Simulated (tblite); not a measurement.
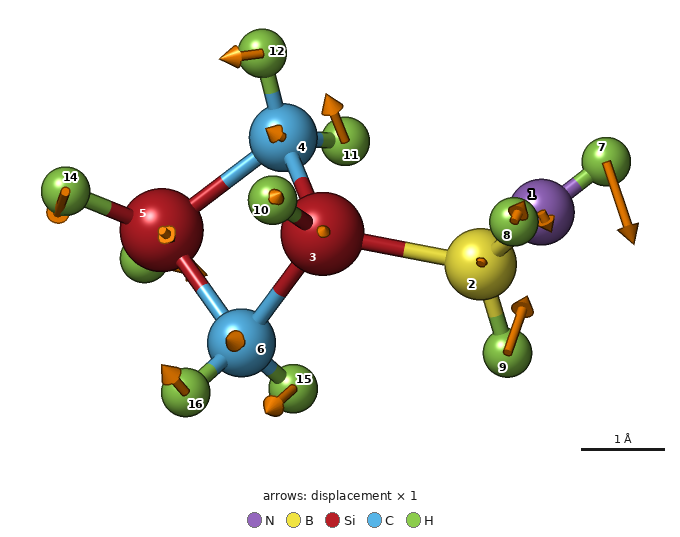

A relaxation of C2H10BNSi2. The starting structure is drawn; orange arrows show the displacements, at their true length. The two geometries are superimposed by the best rigid fit.

A ball-and-stick model, seen at a tilt.

Theory: GFN2-xTB geometry optimisation, gas phase (tblite). 

> What happened in the run?

After 119 geometry steps the energy has fallen by 185.2 kJ/mol. The largest move after the best rigid fit is that of an H atom, 1.07 Å. Largest moves by element: H 1.07 Å, C 0.37 Å, Si 0.33 Å, N 0.31 Å, B 0.11 Å. Near-neighbour distances that change, for instance: B–N 1.486 → 1.381 Å, C–Si 1.868 → 1.938 Å, C–Si 1.862 → 1.911 Å, H–Si 1.464 → 1.489 Å. Bond angles that change, for instance: H–C–H 117.0° → 106.4°, Si–B–H 114.9° → 123.7°, H–C–H 114.8° → 106.4°. Groups turn about C–Si by about 30°, C–Si by about 25°, C–Si by about 25°.
